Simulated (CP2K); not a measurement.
# C2H4BF3 (SMILES FCCB(F)F): GFN2-xTB

What is the vertical ionisation energy of C2H4BF3 at GFN2-xTB? 

Program for the calculation: CP2K 2026.2.

**1. Starting point**

C2H4BF3: 10 atoms, total charge 0, spin state singlet. SMILES: `FCCB(F)F`. Geometry: a GFN2-xTB relaxation, a rough one for these elements and not checked as a minimum.

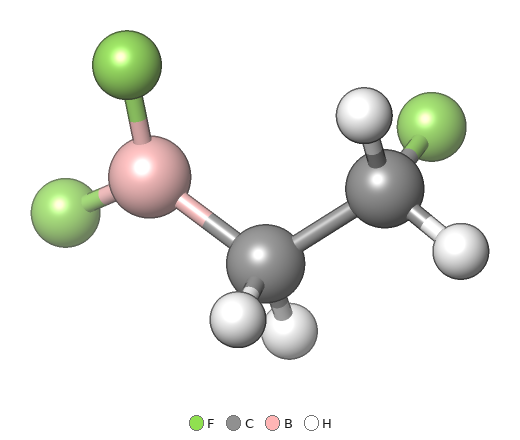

The structure, seen from a chosen angle (fluorine green, carbon grey, boron pink, hydrogen white).

**2. Energy and gradient at GFN2-xTB**

The input, molecule.inp:

```
&GLOBAL
  PROJECT molecule
  RUN_TYPE ENERGY_FORCE
  PRINT_LEVEL MEDIUM
&END GLOBAL
&FORCE_EVAL
  METHOD QUICKSTEP
  &DFT
    ! Quickstep
    &QS
      METHOD XTB
      EPS_DEFAULT 1.0E-10
      &XTB
        GFN_TYPE TBLITE
        &TBLITE
          METHOD GFN2
        &END TBLITE
        CHECK_ATOMIC_CHARGES F
      &END XTB
    &END QS
    &POISSON
      PERIODIC NONE
      POISSON_SOLVER ANALYTIC
    &END POISSON
    ! self-consistent field
    &SCF
      SCF_GUESS ATOMIC
      EPS_SCF 1.0E-07
      MAX_SCF 150
      ADDED_MOS 8
      &DIAGONALIZATION
        ALGORITHM STANDARD
      &END DIAGONALIZATION
      &MIXING
        METHOD DIRECT_P_MIXING
        ALPHA 0.4
      &END MIXING
    &END SCF
    &PRINT
      &MOMENTS
        PERIODIC F
        REFERENCE COM
        MAX_MOMENT 1
      &END MOMENTS
      &MO ON
        ENERGIES T
        OCCUPATION_NUMBERS T
        NDIGITS 6
        &EACH
          QS_SCF 0
        &END EACH
        ADD_LAST NUMERIC
      &END MO
      &HIRSHFELD OFF
      &END HIRSHFELD
    &END PRINT
  &END DFT
  ! structure
  &SUBSYS
    ! vacuum box
    &CELL
      ABC 18.5 19.9 19.4
      PERIODIC NONE
    &END CELL
    &COORD
      F     -0.930830    -1.703920     0.233440
      C      0.319830    -1.136540     0.235660
      C      0.209610     0.371640     0.462400
      B     -0.518900     1.141450    -0.717700
      F     -0.402260     0.789010    -1.979100
      F     -1.250160     2.215440    -0.520930
      H      0.770130    -1.366510    -0.734720
      H      0.878290    -1.625040     1.040610
      H      1.224420     0.762170     0.570230
      H     -0.300140     0.552300     1.410100
    &END COORD
    &TOPOLOGY
      &CENTER_COORDINATES
      &END CENTER_COORDINATES
    &END TOPOLOGY
  &END SUBSYS
  &PRINT
    &FORCES ON
    &END FORCES
  &END PRINT
&END FORCE_EVAL
```

On the command line:

```console
$ OMP_NUM_THREADS=1 cp2k.psmp -i molecule.inp > molecule.out 2>&1
```

Log, shortened:

```text
CP2K| version string:                                       CP2K version 2026.2
[...]
 GLOBAL| Method name                                                        CP2K
[...]
 GLOBAL| Run type                                                   ENERGY_FORCE
[...]
  *** SCF run converged in    15 steps ***
[...]
```

Run time: 0.28 s. Hardware: 1 thread of Arm Neoverse V1, shared host.

**3. The doublet cation**

The input, mol.inp:

```
&GLOBAL
   PROJECT_NAME mol
   RUN_TYPE ENERGY_FORCE
   PRINT_LEVEL MEDIUM
&END GLOBAL

&FORCE_EVAL
   METHOD QS
   &DFT
      CHARGE 1
      MULTIPLICITY 2
      UKS T
      &QS
         METHOD XTB
         EPS_DEFAULT 1.0E-10
         &XTB
            GFN_TYPE TBLITE
            &TBLITE
               METHOD GFN2
            &END TBLITE
            CHECK_ATOMIC_CHARGES F
         &END XTB
      &END QS
      ! no periodic images
      &POISSON
         PERIODIC NONE
         POISSON_SOLVER ANALYTIC
      &END POISSON
      &SCF
         SCF_GUESS ATOMIC
         EPS_SCF 1.0E-07
         MAX_SCF 150
         ADDED_MOS 8
         &DIAGONALIZATION
            ALGORITHM STANDARD
         &END DIAGONALIZATION
         &MIXING
            METHOD DIRECT_P_MIXING
            ALPHA 0.4
         &END MIXING
         &SMEAR ON
            METHOD FERMI_DIRAC
            ELECTRONIC_TEMPERATURE [K] 300
         &END SMEAR
      &END SCF
      &PRINT
         &MOMENTS
            PERIODIC F
            REFERENCE COM
            MAX_MOMENT 1
         &END MOMENTS
         &MO ON
            ENERGIES T
            OCCUPATION_NUMBERS T
            NDIGITS 6
            &EACH
               QS_SCF 0
            &END EACH
            ADD_LAST NUMERIC
         &END MO
         &HIRSHFELD OFF
         &END HIRSHFELD
      &END PRINT
   &END DFT
   ! structure
   &SUBSYS
      ! vacuum box
      &CELL
         ABC [angstrom] 18.5 19.9 19.4
         PERIODIC NONE
      &END CELL
      &COORD
         F     -0.930830    -1.703920     0.233440
         C      0.319830    -1.136540     0.235660
         C      0.209610     0.371640     0.462400
         B     -0.518900     1.141450    -0.717700
         F     -0.402260     0.789010    -1.979100
         F     -1.250160     2.215440    -0.520930
         H      0.770130    -1.366510    -0.734720
         H      0.878290    -1.625040     1.040610
         H      1.224420     0.762170     0.570230
         H     -0.300140     0.552300     1.410100
      &END COORD
      &TOPOLOGY
         &CENTER_COORDINATES
         &END CENTER_COORDINATES
      &END TOPOLOGY
   &END SUBSYS
   ! extra output
   &PRINT
      &FORCES ON
      &END FORCES
   &END PRINT
&END FORCE_EVAL
```

On the command line:

```console
$ OMP_NUM_THREADS=1 cp2k.psmp -i mol.inp > mol.out 2>&1
```

Log, shortened:

```text
CP2K| version string:                                       CP2K version 2026.2
[...]
 GLOBAL| Method name                                                        CP2K
[...]
 GLOBAL| Run type                                                   ENERGY_FORCE
[...]
  *** SCF run converged in    21 steps ***
[...]
```

Run time: 0.32 s. Hardware: 1 thread of Arm Neoverse V1, shared host.

**4. Summary of results**

Level: GFN2-xTB.

```
                                                  quantity         value
                             singlet C2H4BF3: total energy  -21.84712 Eh
singlet C2H4BF3: dipole moment (from atomic charges alone)        3.00 D
                              singlet C2H4BF3: HOMO energy     -12.29 eV
                              singlet C2H4BF3: LUMO energy      -6.61 eV
                            singlet C2H4BF3: HOMO–LUMO gap       5.67 eV
                 singlet C2H4BF3: largest force on an atom    0.026 eV/Å
                              doublet cation: total energy  -21.27999 Eh
        doublet cation: HOMO energy (highest over α and β)     -18.81 eV
         doublet cation: LUMO energy (lowest over α and β)     -18.58 eV
                  doublet cation: largest force on an atom    2.546 eV/Å
        vertical ionisation energy (to the doublet cation)     15.432 eV
```

In words: The vertical ionisation energy comes to 15.43 eV (1489 kJ/mol). xTB total energies overstate such differences by several eV unless an empirical shift is taken off; none is applied here. Mulliken charges (singlet C2H4BF3) run from -0.25 on F1 to +0.53 on B4.
